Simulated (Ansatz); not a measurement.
A series of calculations on CH$_{6}$BClO

**1. Relaxation**

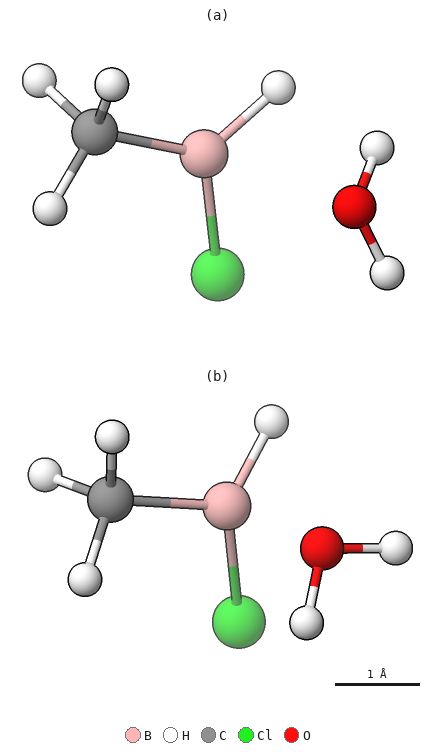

The structure of CH6BClO before (top) and after (bottom) a relaxation, at one scale.

Style: ball-and-stick. Shown from a free direction.

The run prepares an end point of a later path (reaction) calculation, from a guessed geometry.

Theory: RHF/def2-SVP (Ansatz 0.2.0). Settings: no spin polarisation; force threshold 0.03 eV/Å; at most 50 steps.

### Describe what moved and what it gained.

After 26 accepted moves (34 points after the start) the energy has fallen by 5.11 kcal/mol. Largest force component: 1.3 eV/Å at the start, 0.028 eV/Å at the end. The line search rejected the trial steps at points 2, 7, 10, 12, 23, 26, 29, 33 of the run. An H atom moves most after the best rigid fit: 0.99 Å. By element the largest moves are H 0.99 Å, O 0.61 Å, B 0.33 Å, Cl 0.31 Å, C 0.23 Å. Some distances before and after: B–O 2.609 → 1.737 Å, B–Cl 1.782 → 1.868 Å, B–C 1.564 → 1.589 Å, H–O 0.969 → 0.951 Å. Among the angles between lasting bonds that change: C–B–Cl 121.0° → 115.2°, H–B–C 123.4° → 119.9°, H–B–Cl 115.2° → 112.2°.

Limits of the set-up: Hartree-Fock leaves out electron correlation.

**2. Relaxation**

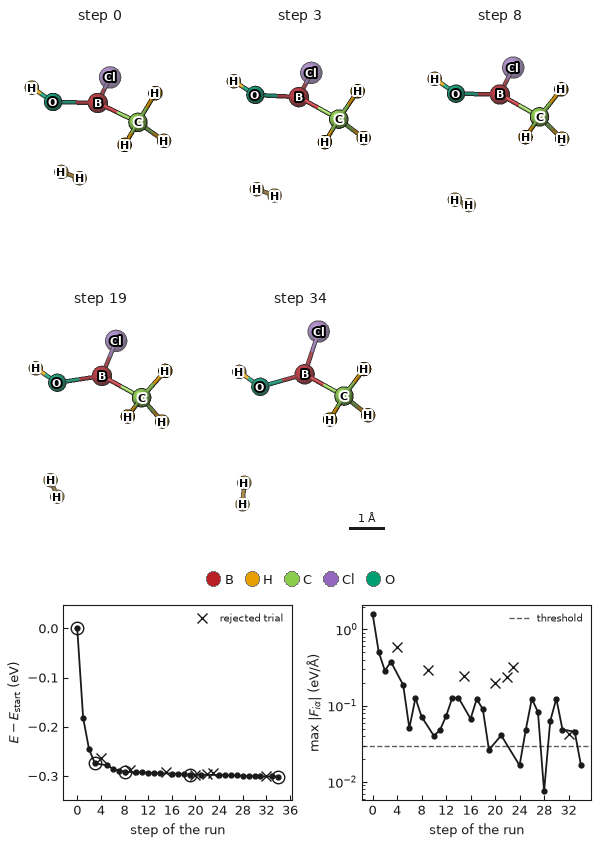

Frames of a relaxation of CH6BClO, marked on the history of the run. A ball-and-stick model, seen at a tilt.

The run prepares an end point of a later path (reaction) calculation, from a guessed geometry.

The calculation used RHF/def2-SVP in Ansatz.

Input
```yaml
crystal:
  periodic: [false, false, false]
  atoms:
    - { symbol: B, position_ang: [-0.096678, 0.617343, -0.423658] }
    - { symbol: H, position_ang: [0.041668, -0.289311, 1.796948] }
    - { symbol: C, position_ang: [1.332285, 0.094963, -0.806455] }
    - { symbol: H, position_ang: [1.429581, -0.982949, -0.678169] }
    - { symbol: H, position_ang: [1.504807, 0.308671, -1.866412] }
    - { symbol: H, position_ang: [2.107781, 0.60346, -0.233058] }
    - { symbol: Cl, position_ang: [-1.563344, -0.312142, -0.882173] }
    - { symbol: O, position_ang: [-0.266335, 1.833668, 0.180654] }
    - { symbol: H, position_ang: [-1.16749, 2.086468, 0.31174] }
    - { symbol: H, position_ang: [0.092125, 0.416028, 1.856183] }
basis:
  gaussian: { orbitals: def2-SVP }
hamiltonian:
  xc: hf
relax:
  f_tol: 0.03
  max_steps: 50
output:
  orbitals: {}
```

Command:
```bash
ansatz run input.yaml --threads 1 --pin off --max-ram 2048MiB --backend cpu --events-out ev --progress --plain --runs-dir out
```

**Describe the path.**

H2 moves most after the best rigid fit: 1.66 Å. By element the largest moves are H 1.66 Å, Cl 0.99 Å, B 0.41 Å, C 0.34 Å, O 0.30 Å. Among the contacts that change: H2–H10 0.710 → 0.747 Å, B1–O8 1.369 → 1.337 Å, B1–Cl7 1.796 → 1.800 Å. Bond angles that change, for instance: B1–C3–H4 112.5° → 109.8°, B1–C3–H5 108.3° → 110.7°. Groups turn about B1–C3 by about 25°. After 27 accepted moves (34 points after the start) the energy has fallen by 0.301 eV. Largest force component: 1.6 eV/Å at the start, 0.017 eV/Å at the end. The line search rejected the trial steps at points 4, 9, 15, 20, 22, 23, 32 of the run. The forces were under the threshold at step 19, but the run went on from there. Cost: 53 s on 1 thread of Arm Neoverse V2 (shared host), peak memory 0.16 GiB. From step 0 to 3: H2 moves most (0.57 Å), energy −0.274 eV. From step 3 to 8: H2 moves most (0.38 Å), energy −0.017 eV. From step 8 to 19: H2 moves most (0.39 Å), energy −0.006 eV. From step 19 to 34: H2 moves most (0.45 Å), energy −0.004 eV.

Limits of the set-up: the start holds two separate molecules, 2.2 Å apart at their closest, whose relative position is a soft coordinate and is computed without a dispersion correction; Hartree-Fock leaves out electron correlation.

**3. Path**

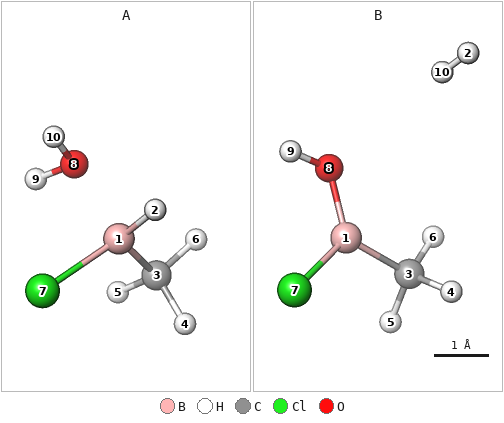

The two relaxed end points of a path for CH6BClO. Style: ball-and-stick. Shown from a free direction.

Level of theory: RHF/def2-SVP in Ansatz 0.2.0.

Settings: 7 movable images; climbing image; force threshold 0.05 eV/Å; iteration limit 60.

Start:
```xyz
10

B     0.0653   -0.0563    0.1980
H     0.1617   -0.6410    1.2429
C     1.3193    0.0400   -0.7734
H     1.5175   -0.9444   -1.2050
H     1.1580    0.7260   -1.6109
H     2.2204    0.3532   -0.2397
Cl   -1.5698   -0.3811   -0.6457
O    -0.1649    1.5639    0.7811
H    -0.4385    2.1375    0.0728
H    -0.8546    1.5785    1.4355
```

End:
```xyz
10

B    -0.0553    0.6679   -0.8454
H    -0.1163   -0.0270    3.4357
C     1.3711    0.0651   -1.1002
H     1.3608   -1.0097   -0.8997
H     1.6606    0.1853   -2.1465
H     2.1240    0.5320   -0.4652
Cl   -1.4512    0.1335   -1.8493
O    -0.2789    1.5726    0.1136
H    -1.1730    1.8690    0.1920
H    -0.0275    0.3874    2.8205
```

Question: Predict the minimum-energy path and its barrier.

Answer: The energy climbs by 156.7 kJ/mol to image 3 and then falls by 255.6 kJ/mol, so the end point sits at −98.9 kJ/mol. Breaking: B1–H2 (1.20 → 1.37 at the top → 4.34 Å), O8–H10 (0.95 → 1.23 at the top → 2.97 Å). Forming: B1–O8 (1.74 → 1.54 at the top → 1.34 Å), H2–H10 (2.45 → 1.02 at the top → 0.75 Å). The band converged in 23 iterations. The largest component of the band force went from 7.5 to 0.017 eV/Å. The climbing image converged on the top of the path. Its vibrational analysis gives one imaginary mode (1909i cm⁻¹), as a transition state must have.

Energies of the converged images:

| image | path (Å) | E (kJ/mol) |
| --- | --- | --- |
| 0 | 0.00 | 0.0 |
| 1 | 0.65 | 1.3 |
| 2 | 1.29 | 27.4 |
| 3 | 1.94 | 156.7 |
| 4 | 2.74 | -38.4 |
| 5 | 3.54 | -90.9 |
| 6 | 4.34 | -97.6 |
| 7 | 5.14 | -98.5 |
| 8 | 5.93 | -98.9 |

The geometry at the top of the path:

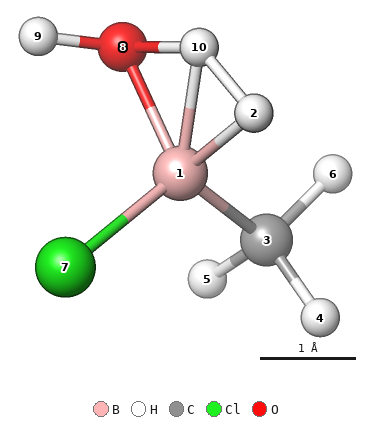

Limits of the set-up: Hartree-Fock leaves out electron correlation.

Cost: 3.3 min on 1 thread of Arm Neoverse V2, with other jobs on the host, peak memory 0.16 GiB.
